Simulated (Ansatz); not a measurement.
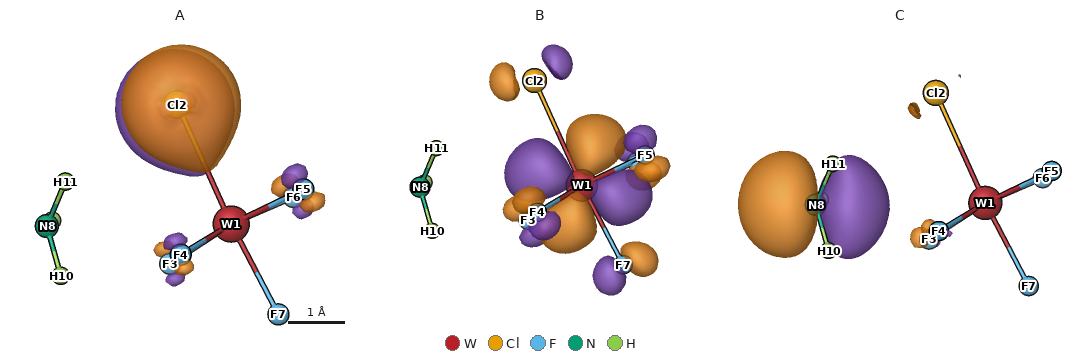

The picture shows: ClF5W···NH3. Three frontier orbitals at ±0.15 Å⁻³ᐟ² (orange and purple are the two phases), in no order.

Core potentials replace the inner electrons of W; not at a stationary point (largest force 1.4 eV/Å).

The calculation used RHF/def2-SVP in Ansatz 0.2.0.

```xyz
11

W    -0.1025   -0.1081   -0.0066
Cl   -0.0693   -0.2275    2.3405
F     1.7063   -0.1653   -0.2084
F    -0.3277    1.6973   -0.0715
F    -1.9207   -0.2475    0.0248
F    -0.0866   -1.9297   -0.0891
F    -0.2043   -0.0898   -1.8308
N     1.9670    2.0678    1.3958
H     2.5408    1.2543    1.4161
H     1.8241    2.4617    0.4925
H     1.1363    2.0199    1.9844
```

Which picture is the HOMO−1, the HOMO and the LUMO?

A is the HOMO−1 (−14.05 eV). Its weight (Hirshfeld) is mainly on Cl2 (about 90 %); largely a lone pair of Cl2. C is the HOMO (−11.23 eV). Its weight (Hirshfeld) is mainly on N8 (about 80 %); largely a lone pair of N8. B is the LUMO (−2.26 eV). It lies mainly on W1 (about 70 %), Cl2 (about 5 %) and F7 (about 5 %).

What is the HOMO–LUMO gap?

8.97 eV between the orbital energies.
